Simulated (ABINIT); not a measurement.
# A GW chain in ABINIT: TiO2 (Rutile), part 3 of 3

Wanted: ground state, empty states, screening and self-energy for TiO2 (Rutile).

ABINIT 10.8.3; LDA and many-body steps on it, plane waves. Known limits of the many-body steps: not at the basis limit; coarse k mesh.

So far. Step 3 (Bands along the symmetry lines): The gap is 1.836 eV, as in the run before at this level. Step 4 (Empty states on the mesh, 4×4×4 mesh, 106 bands): On this mesh the gap is 1.836 eV.

## Step 5: Screening, 4×4×4 mesh, 98 bands, screening to 130.6 eV

The RPA dielectric matrix is built and inverted for each q.

This step: RPA screening on LDA, plane waves, norm-conserving pseudopotentials.

Contents of run.abi:

```
acell 3*1.0 Angstrom
rprim 
  4.592200000000 0.000000000000 0.000000000000
  0.000000000000 4.592200000000 0.000000000000
  0.000000000000 0.000000000000 2.957400000000
ntypat 2
znucl 22 8
natom 6
typat 1 1 2 2 2 2
xred 
  0.000000000000 0.000000000000 0.000000000000
  0.500000000000 0.500000000000 0.500000000000
  0.304960000000 0.304960000000 0.000000000000
  0.195040000000 0.804960000000 0.500000000000
  0.695040000000 0.695040000000 0.000000000000
  0.804960000000 0.195040000000 0.500000000000
pp_dirpath "pseudos"
pseudos "Ti.upf, O.upf"
ecut 38
ngkpt 4 4 4
nshiftk 1
shiftk 0 0 0
kptopt 1
chksymbreak 0
istwfk *1
occopt 1
irdwfk 1
optdriver 3
nband 98
ecuteps 4.8
inclvkb 2
awtr 1
symchi 1
indata_prefix "in"
outdata_prefix "out"
tmpdata_prefix "tmp"
```

Command:

```sh
> OMP_NUM_THREADS=1 mpirun -n 4 abinit run.abi > log
```

Numbers of over 12 decimals in the logs are rounded to 6 here.

What it wrote:

```text
.Version 10.8.3 of ABINIT. v10.8.2 released Aug 2026.

 Symmetries : space group P4_2/m n m (#136); Bravais tP (primitive tetrag.)
[... echo of the input left out ...]
== DATASET  1 ==================================================================
-   mpi_nproc: 4, omp_nthreads: 1 (-1 if OMP is not activated)

--- !DatasetInfo
iteration_state: {dtset: 1, }
dimensions: {natom: 6, nkpt: 18, mband: 98, nsppol: 1, nspinor: 1, nspden: 1, mpw: 4748, }
cutoff_energies: {ecut:  38.0, pawecutdg:  -1.0, }
electrons: {nelect:   4.80000000E+01, charge:   0.00000000E+00, occopt:   1.00000000E+00, tsmear:   1.00000000E-02, }

 SCREENING: Calculation of the susceptibility and dielectric matrices

 Based on a program developped by R.W. Godby, V. Olevano, G. Onida, and L. Reining.
 Incorporated in ABINIT by V. Olevano, G.-M. Rignanese, and M. Torrent.
.Using double precision arithmetic ; gwpc =  8

[... cell and pseudopotentials left out ...]
--------------------------------------------------------------------------------

 ==== K-mesh for the wavefunctions ====
 Number of points in the irreducible wedge :    18
[... list of points left out ...]
 Together with 16 symmetry operations and time-reversal symmetry
 yields    64 points in the full Brillouin Zone.

 ==== Q-mesh for the screening function ====
 Number of points in the irreducible wedge :    18
[... list of points left out ...]
 Together with 16 symmetry operations and time-reversal symmetry
 yields    64 points in the full Brillouin Zone.

 setmesh: FFT mesh size selected  =    36x   36x   24
          total number of points  =        31104

 vcoul_init : cutoff-mode = AUXILIARY_FUNCTION
 q-points for optical limit:   1
     1)      0.000010    0.000020    0.000030

- screening: taking advantage of time-reversal symmetry
- Maximum band index for partially occupied states nbvw = 24
- Remaining bands to be divided among processors   nbcw = 74
- Number of bands treated by each node ~18

 Number of electrons calculated from density =   48.0000; Expected =   48.0000
 average of density, n =  0.114049
 r_s =    1.2792
 omega_plasma =   32.5763 [eV]

 calculating chi0 at frequencies [eV] :
  1    0.000000E+00    0.000000E+00
  2    0.000000E+00    3.257632E+01

--------------------------------------------------------------------------------
  q-point number  1        q = ( 0.000000, 0.000000, 0.000000) [r.l.u.]
--------------------------------------------------------------------------------
[... chi0 elements left out ...]
 For q-point:  0.000010 0.000020 0.000030
  dielectric constant =   8.9259
  dielectric constant without local fields =   9.3310

  Average fulfillment of the sum rule on Im[epsilon] for q-point    1 :     51.52  [%]
[... wings left out ...]
  q-point number  2        q = ( 0.250000, 0.000000, 0.000000) [r.l.u.]
--------------------------------------------------------------------------------
[... chi0 elements left out ...]
  Average fulfillment of the sum rule on Im[epsilon] for q-point    2 :     65.44  [%]

 [... 16 further q-points ...]
```

Elapsed: 2.6 min, on 4 MPI ranks of Arm Neoverse V2, shared host; peak memory 2.1 GiB; 11 min of CPU time.

Numbers from this step:

- ε∞ with local fields, on this mesh, along the program's q direction: 8.926
- the same without local fields: 9.331
- plasma frequency: 32.58 eV
- plane waves in the screening matrix: 201

Local fields lower ε∞ by 4 %. On a Γ-centred mesh this coarse the value itself is usually too large, while a short band sum pulls it down.

## Step 6: Self-energy, 4×4×4 mesh, 98 bands, screening to 130.6 eV

The self-energy is evaluated for the states that the input lists, and the levels follow from it, in one-shot runs by the linearised quasiparticle equation.

This step: G0W0 on LDA, plane waves, norm-conserving pseudopotentials.

run.abi: that of step 5 with these lines changed.

```diff
@@ -27,8 +27,15 @@
 irdwfk 1
-optdriver 3
+optdriver 4
 nband 98
+gwcalctyp 0
+ecutsigx 38
+symsigma 1
+nkptgw 1
+kptgw 
+  0.0000000000 0.0000000000 0.0000000000
+bdgw 
+  22 26
 ecuteps 4.8
-inclvkb 2
-awtr 1
-symchi 1
+irdscr 1
+ppmodel 1
 indata_prefix "in"
```

What it wrote:

```text
.Version 10.8.3 of ABINIT. v10.8.2 released Aug 2026.

 Symmetries : space group P4_2/m n m (#136); Bravais tP (primitive tetrag.)
[... echo of the input left out ...]
== DATASET  1 ==================================================================
-   mpi_nproc: 4, omp_nthreads: 1 (-1 if OMP is not activated)

--- !DatasetInfo
iteration_state: {dtset: 1, }
dimensions: {natom: 6, nkpt: 18, mband: 98, nsppol: 1, nspinor: 1, nspden: 1, mpw: 4748, }
cutoff_energies: {ecut:  38.0, pawecutdg:  -1.0, }
electrons: {nelect:   4.80000000E+01, charge:   0.00000000E+00, occopt:   1.00000000E+00, tsmear:   1.00000000E-02, }

 SIGMA: Calculation of the GW corrections

 Based on a program developped by R.W. Godby, V. Olevano, G. Onida, and L. Reining.
 Incorporated in ABINIT by V. Olevano, G.-M. Rignanese, and M. Torrent.
.Using double precision arithmetic ; gwpc =  8

[... cell and pseudopotentials left out ...]
--------------------------------------------------------------------------------

 ==== K-mesh for the wavefunctions ====
 Number of points in the irreducible wedge :    18
[... list of points left out ...]
 Together with 16 symmetry operations and time-reversal symmetry
 yields    64 points in the full Brillouin Zone.

 ==== Q-mesh for screening function ====
 Number of points in the irreducible wedge :    18
[... list of points left out ...]
 Together with 16 symmetry operations and time-reversal symmetry
 yields    64 points in the full Brillouin Zone.

 vcoul_init : cutoff-mode = AUXILIARY_FUNCTION
 q-points for optical limit:   1
     1)      0.000010    0.000020    0.000030
 setmesh: FFT mesh size selected  =    50x   50x   32
          total number of points  =        80000

 Number of electrons calculated from density =   48.0000; Expected =   48.0000
 average of density, n =  0.114049
 r_s =    1.2792
 omega_plasma =   32.5763 [eV]

 === KS Band Gaps ===
  >>>> For spin  1
   Minimum direct gap =   1.8359 [eV], located at k-point      :   0.0000  0.0000  0.0000
   Fundamental gap    =   1.8359 [eV], Top of valence bands at :   0.0000  0.0000  0.0000
                                       Bottom of conduction at :   0.0000  0.0000  0.0000
 SIGMA fundamental parameters:
 PLASMON POLE MODEL  1
 number of plane-waves for SigmaX                 4679
 number of plane-waves for SigmaC and W            201
 number of plane-waves for wavefunctions          4679
 number of bands                                    98
 number of independent spin polarizations            1
 number of spinorial components                      1
 number of k-points in IBZ                          18
 number of q-points in IBZ                          18
 number of symmetry operations                      16
 number of k-points in BZ                           64
 number of q-points in BZ                           64
 number of frequencies for dSigma/dE                 9
 frequency step for dSigma/dE [eV]                0.25
 number of omega for Sigma on real axis              0
 max omega for Sigma on real axis  [eV]           0.00
 zcut for avoiding poles [eV]                     0.10

 EPSILON^-1 parameters (SCR file):
 dimension of the eps^-1 matrix on file            201
 dimension of the eps^-1 matrix used               201
 number of plane-waves for wavefunctions          4679
 number of bands                                    98
 number of q-points in IBZ                          18
 number of frequencies                               2
 number of real frequencies                          1
 number of imag frequencies                          1

 matrix elements of self-energy operator (all in [eV])

 Perturbative Calculation

--- !SelfEnergy_ee
iteration_state: {dtset: 1, }
kpoint     : [   0.000,    0.000,    0.000, ]
spin       : 1
KS_gap     :    1.836
QP_gap     :    3.438
Delta_QP_KS:    1.602
data: !SigmaeeData |
     Band     E0 <VxcDFT>   SigX SigC(E0)      Z dSigC/dE  Sig(E)    E-E0       E
       22   4.794 -20.412 -25.069   4.884   0.770  -0.299 -20.237   0.174   4.968
       23   4.794 -20.412 -25.069   4.884   0.770  -0.299 -20.237   0.174   4.968
       24   5.252 -20.169 -24.942   5.045   0.764  -0.310 -19.961   0.208   5.459
       25   7.087 -20.077 -12.040  -5.717   0.780  -0.281 -18.266   1.810   8.898
       26   7.371 -19.692 -12.025  -5.451   0.782  -0.279 -17.960   1.732   9.103

== END DATASET(S) ==============================================================
================================================================================

 -outvars: echo values of variables after computation  --------
           etotal      0.0000000000E+00
            nband          98
             nkpt          18
          spgroup         136
 [... the other variables as echoed above ...]

 Calculation completed.
```

Wall time 6.7 s (4 MPI ranks); peak memory 1.4 GiB; 26 s of CPU time.

Numbers from this step:

| Item | Value |
| --- | --- |
| G0W0 gap on the points computed | 3.439 eV |
| starting gap on the mesh | 1.836 eV |
| k of the valence top | 0, 0, 0 |
| k of the conduction bottom | 0, 0, 0 |
| Z at the valence top | 0.764 |
| Z at the conduction bottom | 0.78 |
| least direct G0W0 gap on the computed points | 3.439 eV |

The gap on the mesh goes from 1.84 eV to 3.44 eV, a correction of +1.60 eV.

Limits: finite bands, cutoff and mesh; coarse k mesh. v1 is the top filled band, c1 the lowest empty one. The levels before and after the correction (eV, zero at the valence-band top of each column):

|  | conduction bottom | valence top |
| --- | --- | --- |
| Kohn-Sham | 1.84 | 0.00 |
| G0W0 | 3.44 | 0.00 |

|  | level | energy (eV) |
| --- | --- | --- |
| Kohn-Sham | Γ v3-v2 | -0.458 |
| Kohn-Sham | Γ v1 | 0.000 |
| Kohn-Sham | Γ c1 | 1.836 |
| Kohn-Sham | Γ c2 | 2.119 |
| G0W0 | Γ v3-v2 | -0.491 |
| G0W0 | Γ v1 | 0.000 |
| G0W0 | Γ c1 | 3.439 |
| G0W0 | Γ c2 | 3.644 |

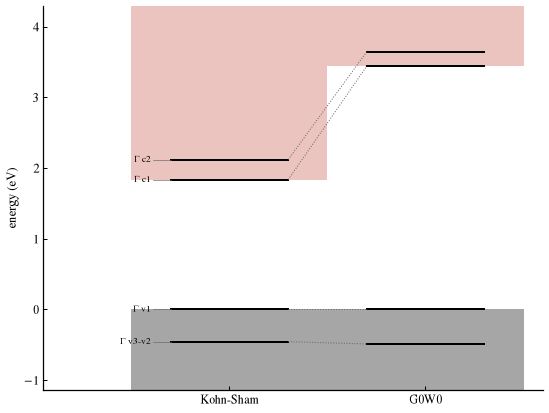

Levels before and after the correction. Shaded: valence and conduction bands.

## Step 7: Where the time went

Times are wall times on 4 MPI ranks of Arm Neoverse V2, shared host, good to a factor of about two.

| step | time | share | memory (GiB) |
| --- | --- | --- | --- |
| ground state | 60 s | 17 % | 0.36 |
| bands along the symmetry lines | 76 s | 21 % | 0.42 |
| empty states on the mesh | 60 s | 17 % | 0.41 |
| screening | 2.6 min | 44 % | 2.1 |
| self-energy | 6.7 s | 2 % | 1.4 |

## Step 8: Summary of results

| Item | Value |
| --- | --- |
| LDA gap | 1.84 eV, direct |
| G0W0 gap on the mesh | 3.44 eV |
| GW settings | 4×4×4 mesh, 98 bands, screening to 130.6 eV, Godby-Needs plasmon pole |
| known limits | not at the basis limit; coarse k mesh |

**Reading.** G0W0 moves the gap on the mesh from 1.84 eV to 3.44 eV (+1.60 eV), with Z of 0.76 and 0.78 at the edges. Local fields lower the RPA ε∞ on this mesh from 9.33 to 8.93; a Γ-centred mesh this coarse tends to raise both, most where the direct gap is narrow, while a short band sum lowers them. Only 1 of the mesh's irreducible points was corrected, so a valley elsewhere could overtake. The dearest step here is «screening». Against experiment, by G0W0@LDA: the gap of 3.44 eV lies +0.16 eV from the measured 3.28 eV (optical, 2023); the gap of 3.44 eV lies +0.41 eV from the measured 3.03 eV (kind not stated, quoted 2016); the gap of 3.44 eV lies +0.39 eV from the measured 3.05 eV (kind not stated, quoted 2021); the gap of 3.44 eV lies +0.35 eV from the measured 3.09 ± 0.06 eV (indirect, on SiO2 (quartz particles), 2024). An exciton line or allowed optical edge lies below the quasiparticle gap by the binding energy; a forbidden edge can push the onset above it. The calculation has static nuclei and no excitons; a measured gap holds zero-point and thermal motion, which mostly lowers it. Bands and cutoff are finite, so the gap is not at the basis limit. The miss can reach some tenths of an eV and take either sign; the mesh is an error of its own. In the G0W0 run levels were corrected at 1 k point alone, so a gap called «on the mesh» is the least over those, and an edge elsewhere would be missed. The 4×4×4 mesh is coarse for this cell, which bears on the long-range parts of exchange and screening.

[Paths, hosts, dates, memory and timing lines, banners, echoed tables and standing remarks are left out of the program output.]

[Logs are printed without paths, hosts, clocks, repeated set-up lines and the standing remarks that a program may print on its own settings, such as how far it seeks lower states.]

[Runs of the session that timed out or met a known fault of the program may be left out.]

[Hosts, paths, dates, database ids (printed as entryN), source tags and the programs' standing remarks are cut or masked in the printed files.]

[G0W0 gaps are taken among the corrected bands and points alone; a level outside them can change the order at an edge.]

[Where Ansatz stands beside ABINIT at settings called matched, ABINIT's density can come from a denser mesh and the files from another edition; pairs whose starting gaps differed by over 0.03 eV were left out, so agreement reads better than it is.]
